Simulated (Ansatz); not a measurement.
# How fast states decay through KTlTeCl6, part 3 of 3

A new crystal, KTlTeCl6: structure, gap and complex bands. It is built by putting Tl for part of the K in the K2TeCl6 structure of space group Fm-3m, with the volume rescaled by atomic radii. The parent structure comes from the Materials Project.

Ansatz 0.2.0; LDA DFT, plane waves, PAW files (the session's first sound run).

So far, gap on path (eV): step 3 (the bulk crystal and its band edges, LDA) 2.14; step 6 (r2SCAN, cutoff 500 eV) 2.46.

The structure was built from a prototype and need not be the compound's stable phase.

### 7. Complex bands at another level, cutoff 500 eV

This step: r2SCAN DFT, plane waves, PAW files; complex bands by layer matching along the plane's normal (Ansatz 0.2.0).

The complex bands at that level, over its own gap, at (0, 0) and (-0.5, 0).

Contents of input.yaml:

```yaml
crystal:
  lattice:
    - [6.906108751, 0.0, 0.0]
    - [3.453054375, 5.980865619, 0.0]
    - [0.0, 3.987243746, 5.638814182]
  atoms:
    - { symbol: Tl, position: [0.25, 0.5, 0.75] }
    - { symbol: K, position: [0.75, 0.5, 0.25] }
    - { symbol: Te, position: [0.0, 0.0, 0.0] }
    - { symbol: Cl, position: [0.7425292517, 0.5149414966, 0.7425292517] }
    - { symbol: Cl, position: [0.7425292517, 0.0, 0.7425292517] }
    - { symbol: Cl, position: [0.2574707483, 0.0, 0.7425292517] }
    - { symbol: Cl, position: [0.2574707483, 0.4850585034, 0.2574707483] }
    - { symbol: Cl, position: [0.2574707483, 0.0, 0.2574707483] }
    - { symbol: Cl, position: [0.7425292517, 0.0, 0.2574707483] }
kpoints:
  mp_grid: { grid: [6, 6, 6] }
scf:
  occupations: { method: fixed }
hamiltonian:
  xc: r2scan
output:
  eigenvalues: true
  transmission:
    leads: [[0, 0]]
    kpoints: [[0.0, 0.0], [-0.5, 0.0]]
    e_range: [-1.0, 3.46]
    de: 0.09
```

Command:

```
$ ansatz run input.yaml --threads 2 --pin off --max-ram 4096MiB --backend cpu --events-out ev --progress --plain --runs-dir out
```

Numbers of over 12 decimals in the logs are rounded to 6 here.

Output:

```text
[...]
Crystal: 9 atoms, lattice volume = 232.908 Å³
Basis set: ecut = 500 eV, 5961 PW (Γ), exchange–correlation on 216×216×216 points (64 copies of the dense FFT grid, shifted against one another)
Bands: 49, of which v1, the nominal top of the filled ones, is band 40 counted from 1 (39 counted from 0)
Symmetry: 24 space group operations
[...]
k-points: 16 of 216 (time reversal used)
[...]
SCF iter   1: F=—  HF=-26507.587758 eV  |F-HF|=—  |Δ(HF+E_count)|=         —  Δρ=5.11e-3  dr2=5.28e-2  dr2_τ=3.21e-2  ethr=1.77e-3  ⟨swp⟩=4.3  Hψ=2975  notcnv=0  defer=100
[...]
SCF iter   7: F=-26507.625064 eV  HF=-26507.625064 eV  |F-HF|=4.13e-9  |Δ(HF+E_count)|=   1.67e-9  Δρ=2.52e-6  dr2=1.27e-8  dr2_τ=1.00e-9  ethr=1.25e-10  ⟨swp⟩=16.1  Hψ=3985  notcnv=0
SCF 1 converged in 7 iterations: F = -26507.625064 eV  dr2 = 1.27e-8
[...]
transmission: 8 of 16 steps passed
transmission: 16 of 16 steps passed
SCF converged after 7 iterations
Free energy (F): -26507.625064 eV
[...]
Internal energy: -26507.625064 eV  (E = F + TS)
E sigma→0 (E₀):  -26507.625064 eV
Fermi energy:    4.438759 eV
[...]
--- Band table (eV; the first three rows and the last of 16) ---
  k-point 0: bands = [... 36 lower, 2.8337, 3.2306, 3.2306, 3.2306, 7.4268, 7.4268, 7.4268, 9.9826, ... 5 higher]
  k-point 1: bands = [... 36 lower, 3.1254, 3.1254, 3.1640, 3.3364, 7.3104, 7.6588, 7.6588, 9.9458, ... 5 higher]
  k-point 2: bands = [... 36 lower, 2.9479, 2.9479, 2.9894, 3.8917, 7.0485, 8.0966, 8.0966, 8.9561, ... 5 higher]
  k-point 15: bands = [... 36 lower, 2.5655, 3.0023, 3.0612, 4.4307, 7.8569, 7.9685, 8.1531, 8.6715, ... 5 higher]
--- Transmission ---
  basis      : 433 plane waves across, 8 finite elements along
  points     : 2, as listed
[...]
channels       : 0.000000e0 a spin
[...]
slowest decay  : 0.2814 /Å at (-0.5000, 0.0000)
```

Elapsed: 2.2 min, on 2 threads of Arm Neoverse V2, shared host; peak memory 2.3 GiB; 4.4 min of CPU time.

This step gave:

- free energy: -26507.6251 eV
- level to which the leads are filled: 1.231 eV from the Fermi level
- decay constant at the filling level, zone centre: 0.3079 Å⁻¹
- decay constant at the filling level, slowest listed point: 0.2814 Å⁻¹

K parallel (0, 0); values up to 1.5 1/Å, a degenerate pair printed once or twice; energies at which all values exceed this have no row. The Im kz of the slowest decaying states by energy, zero at the highest filled level on the SCF mesh:

```
energy (eV)  decay 1 (Å⁻¹)  decay 2 (Å⁻¹)  decay 3 (Å⁻¹)  decay 4 (Å⁻¹)
     -1.000          0.207          0.225          0.307          0.424
     -0.460          0.259          0.310          0.484          0.524
     -0.010          0.237          0.341          0.518          0.585
      0.530          0.290          0.355          0.546          0.581
      0.980          0.307          0.353          0.560          0.573
      1.520          0.303          0.333          0.559          0.569
      1.970          0.275          0.301          0.544          0.571
      2.510          0.227          0.270          0.519          0.567
      2.960         0.0603          0.242          0.494          0.559
```

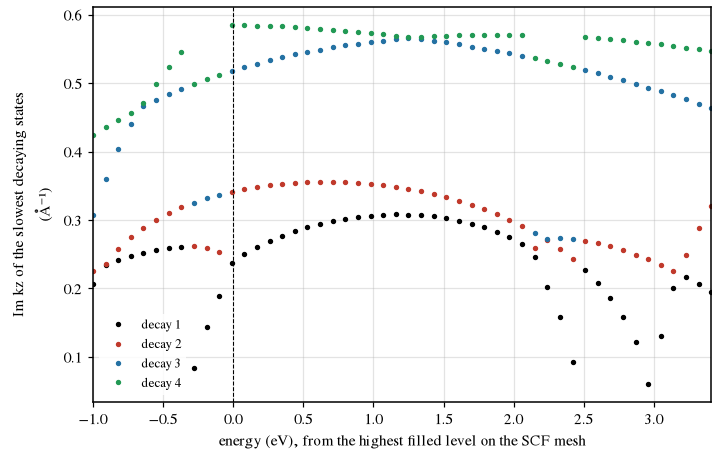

Im kz of the slowest decaying states against energy.

K parallel (-0.5, 0); values up to 1.5 1/Å, a degenerate pair printed once or twice; energies at which all values exceed this have no row. The Im kz of the slowest decaying states by energy, zero at the highest filled level on the SCF mesh:

```csv
energy (eV),decay 1 (Å⁻¹),decay 2 (Å⁻¹),decay 3 (Å⁻¹),decay 4 (Å⁻¹)
-1.000,0.246,0.247,0.273,0.380
-0.460,0.180,0.275,0.336,0.378
-0.010,0.299,0.343,0.422,0.474
0.530,0.305,0.404,0.446,0.475
0.980,0.295,0.430,0.452,0.470
1.520,0.261,0.400,0.444,0.455
1.970,0.206,0.378,0.423,0.434
2.510,0.343,0.376,0.398,0.488
2.960,0.301,0.302,0.353,0.418
```

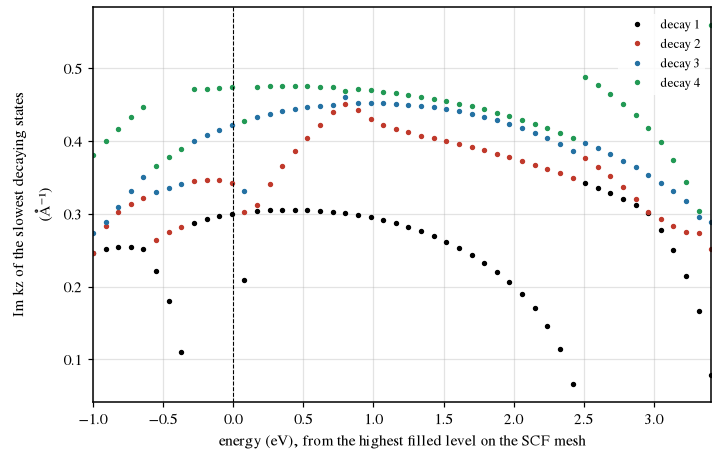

Im kz of the slowest decaying states, plotted against energy.

At the listed wavevectors the last open channel is at -0.01 eV and the next at +2.51 eV on the grid. At +1.25 eV, the grid energy nearest the filling level (the middle of the gap on the SCF mesh), the slowest state at the listed wavevectors decays with κ = 0.281 Å⁻¹, its amplitude falling by e over 3.6 Å; the first such run, plane (111), gave 0.255 Å⁻¹.

### 8. The same cell, other settings

This step: LDA DFT, plane waves, PAW files; complex bands by layer matching along the plane's normal; changed: output.transmission.temperature = 0, scf.max_iter = 50 (Ansatz 0.2.0).

This run repeats an earlier one, its twin (the complex run, plane (111)), with two settings changed (scf.max_iter, output.transmission.temperature; files written aside). The setting was drawn as a possible misstep, on purpose. Where the input is shown as a difference, that is against the step before, not the twin.

input.yaml: that of step 7 with these lines changed.

```diff
@@ -19,4 +19,5 @@
   occupations: { method: fixed }
+  max_iter: 50
 hamiltonian:
-  xc: r2scan
+  xc: lda
 output:
@@ -26,3 +27,4 @@
     kpoints: [[0.0, 0.0], [-0.5, 0.0]]
-    e_range: [-1.0, 3.46]
-    de: 0.09
+    e_range: [-1.0, 3.14]
+    de: 0.08
+    temperature: 0
```

Output:

```text
Error: invalid value for `output.transmission.temperature`: must be finite and ≥ 1.2; got 0 K
```

The job ended after 0.15 s (2 threads; peak memory 0.094 GiB).

The program refused the input before any cycle.

The program's message: “Error: invalid value for `output.transmission.temperature`: must be finite and ≥ 1.2; got 0 K”

The change that led to it: output.transmission.temperature = 0.

### 9. Summary of results

```
band gap                                         : 2.14 eV
least decay constant at mid-gap, normal to (111) : 0.255 Å⁻¹
least decay constant on a mesh, normal to (111)  : 0.255 Å⁻¹
least decay constant, r2SCAN                     : 0.281 Å⁻¹
```

**Reading.** With LDA, the slowest decay at the wavevectors tried is κ = 0.255 Å⁻¹, normal to (111). Through such a film the transmission near mid-gap falls as exp(−2κd), a factor of ten every 4.5 Å. A free electron under a barrier of half the gap would need a mass of 0.23 mₑ to decay at this rate. The slowest decay isn't at the zone centre. With r2SCAN the gap goes from 2.14 to 2.46 eV and the decay constant, over the first 2 listed wavevectors, from 0.255 to 0.281 Å⁻¹. The compound is made up by substitution; its stability against other phases and against distortions of the cell's symmetry was not tested. A semilocal functional narrows gaps, while spin-orbit coupling, left out here, narrows them in compounds of heavy elements, so the error in κ can go either way.

[Logs are printed without paths, hosts, clocks, repeated set-up lines and the standing remarks that a program may print on its own settings, such as how far it seeks lower states.]

[Hosts, paths, dates, database ids (printed as entryN), source tags and the programs' standing remarks are cut or masked in the printed files.]

[New means built here by substitution; the compound itself may be known and measured.]
